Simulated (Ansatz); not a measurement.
**BGeH3Cl2 (SMILES Cl[B](Cl)[GeH3]) at B3LYP/cc-pVDZ**

What is the vertical singlet–triplet gap of BGeH3Cl2 at B3LYP/cc-pVDZ? 

The results are computed with Ansatz 0.2.0.

72 further runs of the same task are left out: 72 set aside as unsound or not needed.

### 1 The system as given

BGeH3Cl2: 7 atoms, total charge 0, spin state singlet. SMILES: `Cl[B](Cl)[GeH3]`. Geometry: relaxed at PBE0-D4/def2-TZVP.

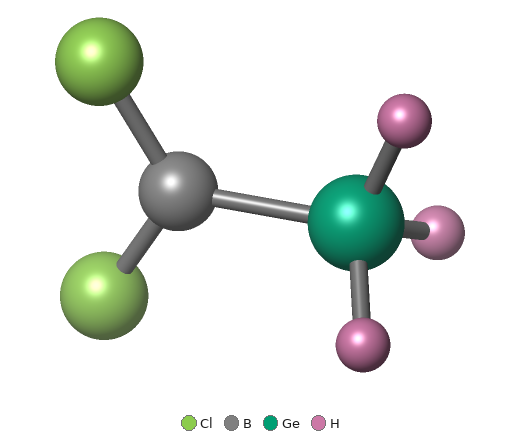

The structure, seen from a chosen angle (chlorine green, boron grey, germanium teal, hydrogen pink).

### 2 The energy at B3LYP/cc-pVDZ

File input.yaml:

```yaml
crystal:
  periodic: [false, false, false]
  atoms:
    - {symbol: Cl, position_ang: [1.749500, -1.428200, 1.208700]}
    - {symbol: B, position_ang: [0.206400, -1.021900, 0.511500]}
    - {symbol: Cl, position_ang: [-1.082400, -2.191800, 0.604700]}
    - {symbol: Ge, position_ang: [-0.123100, 0.798500, -0.412200]}
    - {symbol: H, position_ang: [-0.556200, 0.560600, -1.868300]}
    - {symbol: H, position_ang: [-1.266100, 1.534300, 0.306700]}
    - {symbol: H, position_ang: [1.133300, 1.680500, -0.396700]}
basis:
  gaussian: {orbitals: cc-pVDZ}
hamiltonian: {xc: {name: B3LYP}}
accuracy: high
output: {orbitals: {seedname: orbitals}}
```

On the command line:

```sh
$ ansatz run input.yaml --threads 1 --pin off --max-ram 3480MiB --events-out events.jsonl --progress --plain --runs-dir runs
```

Standard output:

```text
Warning: RAYON_NUM_THREADS=1 ignored (pool sized by the plan → 1); use --threads N
Functional definition: B3LYP
  name "B3LYP"
  parameter a0 = 0.2
  parameter ax = 0.72
  parameter ac = 0.81
  exchange = (1 - a0 - ax)*slater_x + ax*b88_x + a0*exact_x
  correlation = (1 - ac)*vwn_rpa_c + ac*lyp_c
2113 factors; integrals over basis functions are off by at most 4.4e-9 eV
mean field evaluation 1: about -82291.4525 eV, gradient 1.2e1 eV
mean field evaluation 2: about -82291.7607 eV, gradient 8.3e0 eV
mean field evaluation 4: about -82291.9519 eV, gradient 7.2e-1 eV
mean field evaluation 8: about -82292.0509 eV, gradient 4.9e-2 eV
mean field evaluation 16: about -82292.0509 eV, gradient 4.5e-6 eV
mean field -82292.05086718 eV, -3024.1770898135 hartree, gradient 2.9e-8 eV, S^2 0.000000; 0 other end points of the search recorded, 0 dependent functions left out
reference -82292.05090951 eV, -3024.1770913688 hartree; 37, 37 occupied and 55, 55 virtual orbitals, 2113 factors
Total energy: -82292.05090951 eV, -3024.1770913688 hartree
```

It took 14 s on 1 thread of Arm Neoverse V1, shared host; peak memory 0.38 GiB.

### 3 The triplet at the same level

File in.yaml:

```yaml
crystal:
  periodic: [false, false, false]
  atoms:
    - {symbol: Cl, position_ang: [1.749500, -1.428200, 1.208700]}
    - {symbol: B, position_ang: [0.206400, -1.021900, 0.511500]}
    - {symbol: Cl, position_ang: [-1.082400, -2.191800, 0.604700]}
    - {symbol: Ge, position_ang: [-0.123100, 0.798500, -0.412200]}
    - {symbol: H, position_ang: [-0.556200, 0.560600, -1.868300]}
    - {symbol: H, position_ang: [-1.266100, 1.534300, 0.306700]}
    - {symbol: H, position_ang: [1.133300, 1.680500, -0.396700]}
basis:
  gaussian:
    orbitals: cc-pVDZ
magnetization:
  spin_polarized: true
  initial_magnetization: 2
hamiltonian:
  xc: {name: B3LYP}
accuracy: high
output: {orbitals: {seedname: orbitals}}
```

On the command line:

```sh
$ ansatz run in.yaml --threads 1 --pin off --max-ram 3480MiB --events-out events.jsonl --progress --plain --runs-dir runs
```

Standard output, cut to the lines that bear on the results:

```text
Warning: RAYON_NUM_THREADS=1 ignored (pool sized by the plan → 1); use --threads N
[... 7 set-up lines as earlier in the session ...]
2113 factors; integrals over basis functions are off by at most 4.4e-9 eV
mean field evaluation 1: about -82286.7383 eV, gradient 1.2e1 eV
mean field evaluation 2: about -82286.2632 eV, gradient 1.6e1 eV
mean field evaluation 4: about -82287.8253 eV, gradient 8.8e-1 eV
mean field evaluation 8: about -82287.9472 eV, gradient 1.1e-1 eV
mean field evaluation 16: about -82287.9473 eV, gradient 7.5e-5 eV
mean field evaluation 32: about -82287.8012 eV, gradient 1.6e0 eV
mean field -82287.94730734 eV, -3024.0262867708 hartree, gradient 7.7e-8 eV, S^2 2.004632; 2 other end points of the search recorded, 0 dependent functions left out
reference -82287.94734924 eV, -3024.0262883105 hartree; 38, 36 occupied and 54, 56 virtual orbitals, 2113 factors
Total energy: -82287.94734924 eV, -3024.0262883105 hartree
```

It took 26 s on 1 thread of Arm Neoverse V1, shared host; peak memory 0.57 GiB.

### 4 Outcome

At B3LYP/cc-pVDZ:

| quantity | value |
| --- | --- |
| singlet: total energy | -3024.17709 Eh |
| singlet: HOMO energy | -7.96 eV |
| singlet: LUMO energy | -2.08 eV |
| singlet: HOMO–LUMO gap | 5.88 eV |
| triplet: total energy | -3024.02629 Eh |
| triplet: HOMO energy (highest over α and β) | -3.88 eV |
| triplet: ⟨S²⟩ | 2.005 |
| vertical energy of the triplet above the singlet | 4.104 eV |

At this shape the triplet lies 4.10 eV (396 kJ/mol) above the singlet.
